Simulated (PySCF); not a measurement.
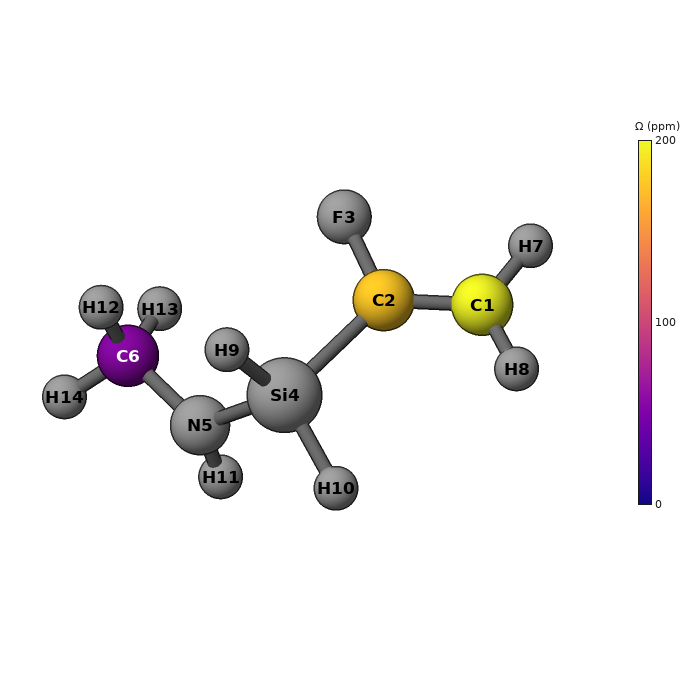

The C atoms are coloured by the span of their shielding tensor. Geometry: an end point of a reaction path computed with GFN2-xTB. Properties computed with GIAO PBE0/pcSseg-1 NMR shielding, non-relativistic, gas phase (PySCF 2.14.0). Principal shieldings σ11 ≤ σ22 ≤ σ33, span Ω = σ33 − σ11, skew κ = 3(σiso − σ22)/Ω.

Question: Which C atom has the most anisotropic shielding?

Answer: C1, with a span of 198 ppm.

Give the shielding tensors of the C atoms.

```
atom     σ11    σ22    σ33   σiso      Ω      κ
  C1   −39.0  108.4  159.1   76.1  198.2  −0.49
  C2  −109.2   44.8   68.1    1.2  177.2  −0.74
  C6   129.8  143.0  185.5  152.7   55.7   0.53
```

Shieldings and span in ppm.
